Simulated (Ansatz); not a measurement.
A series of calculations on AlHOF₂

Part 1: Relaxation

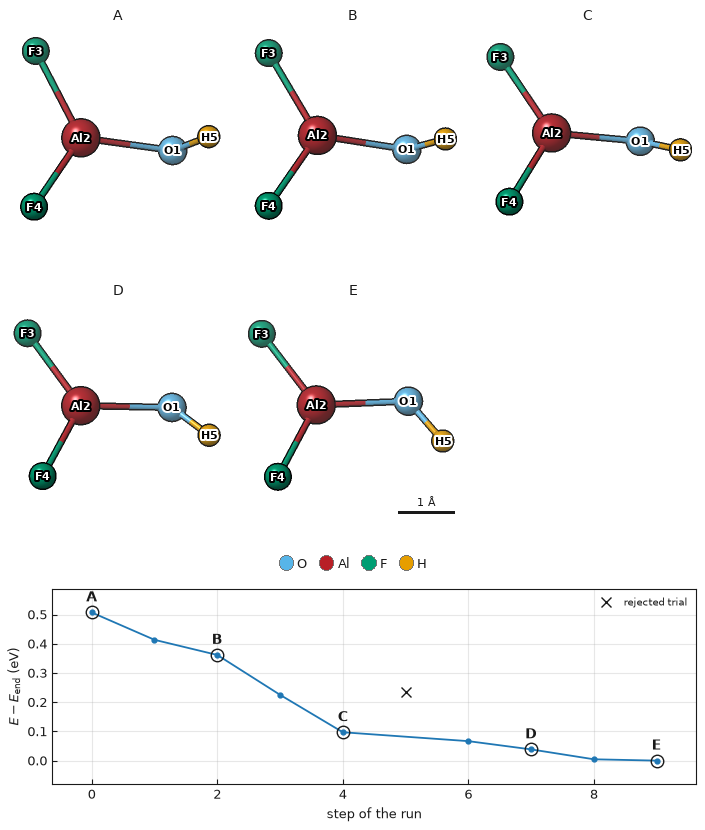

Frames of a relaxation of AlHOF₂, marked on the history of the run. The picture is a ball-and-stick view, seen from a free direction.

The run prepares an end point of a later path (torsion) calculation, from a guessed geometry.

The calculation used RKS PBE-D4/def2-SVP (Ansatz 0.2.0). Settings: no spin polarisation; force threshold 0.015 eV/Å; at most 40 steps.

What happens along the run?

The largest move after the best rigid fit is that of H5, 0.56 Å. Largest moves by element: H 0.56 Å, O 0.53 Å, F 0.25 Å, Al 0.15 Å. Some distances before and after: Al2–F3 1.769 → 1.662 Å, O1–Al2 1.780 → 1.699 Å, Al2–F4 1.745 → 1.666 Å, O1–H5 1.020 → 0.970 Å. Among the angles between lasting bonds that change: Al2–O1–H5 106.8° → 121.9°. Groups turn about O1–Al2 by about 85°. After 8 accepted moves (9 points after the start) the energy has fallen by 0.507 eV. Largest force component: 2.3 eV/Å at the start, 0.012 eV/Å at the end. The line search rejected the trial step at point 5 of the run. From step 0 to 2: Al2 moves most (0.08 Å), energy −0.145 eV. From step 2 to 4: H5 moves most (0.19 Å), energy −0.265 eV. From step 4 to 7: H5 moves most (0.19 Å), energy −0.059 eV. From step 7 to 9: O1 moves most (0.18 Å), energy −0.038 eV.

Part 2: Relaxation

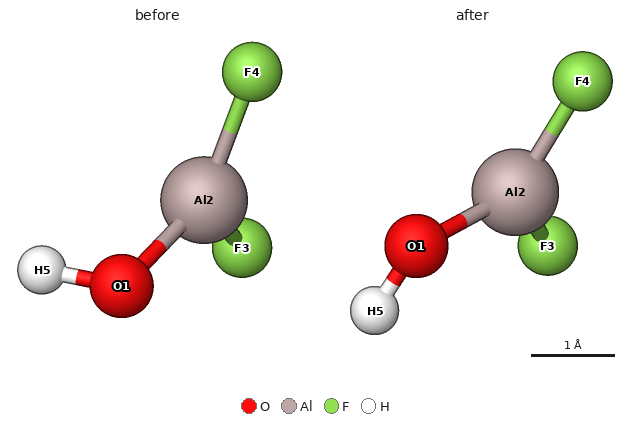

The structure of AlHOF₂ before (left) and after (right) a relaxation, at one scale.

Style: ball-and-stick. Shown from a free direction.

The run prepares an end point of a later path (torsion) calculation, from a guessed geometry.

Theory: RKS PBE-D4/def2-SVP (Ansatz). Set-up: no spin polarisation; force threshold 0.015 eV/Å; at most 40 steps.

### Describe what moved and what it gained.

After 10 accepted moves (11 points after the start) the energy has fallen by 0.505 eV. Largest force component: 1.8 eV/Å at the start, 0.0032 eV/Å at the end. The line search rejected the trial step at point 6 of the run. The largest moves after the best rigid fit, 0.55 Å, are those of O1 and H5. Largest moves by element: O 0.55 Å, H 0.54 Å, F 0.22 Å, Al 0.11 Å. Some distances before and after: Al2–F3 1.769 → 1.666 Å, Al2–F4 1.745 → 1.662 Å, O1–Al2 1.780 → 1.699 Å, O1–H5 1.020 → 0.970 Å. Bond angles that change, for instance: Al2–O1–H5 106.8° → 122.0°, O1–Al2–F4 122.8° → 118.5°, O1–Al2–F3 118.8° → 122.9°. Groups turn about O1–Al2 by about 85°.

Part 3: Path

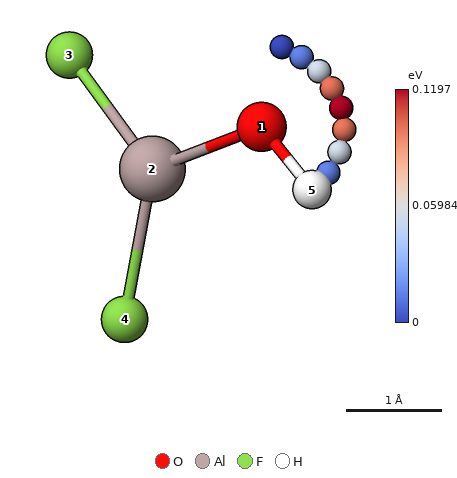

NEB run on AlHOF2. Images are numbered from 0 (start) to 8 (end). The start is drawn whole; smaller spheres mark the moving atoms (H) in the later images, joined by lines and coloured by the energy of the image relative to the start. Style: ball-and-stick. Shown from a free direction.

These are results of RKS PBE-D4/def2-SVP in Ansatz 0.2.0, not measurements. Run with 7 movable images; climbing image; force threshold 0.05 eV/Å; iteration limit 60; starting path through a guess of the saddle point.

### What moves, how far, and at what cost in energy?

The motion is an in-plane inversion: the angle Al2–O1–H5 opens from 122° to 157° on the way and closes on the other side (122° at the end). No bond forms or breaks between the ends. Among the angles between lasting bonds that change up to the highest image: Al2–O1–H5 121.9° → 157.3°, O1–Al2–F3 118.6° → 121.7°. The barrier is about 0.120 eV in both directions, with image 4 at the top; the ends have the same energy. The band converged in 21 iterations. The largest component of the band force went from 120 to 0.05 eV/Å. The climbing image converged on the top of the path. Its vibrational analysis gives 2 imaginary modes over 30i cm⁻¹, so it isn't confirmed as a transition state.

The run took 2.6 min on 1 thread of Intel(R) Xeon(R) Processor @ 2.70GHz, with other jobs on the host, peak memory 0.12 GiB.
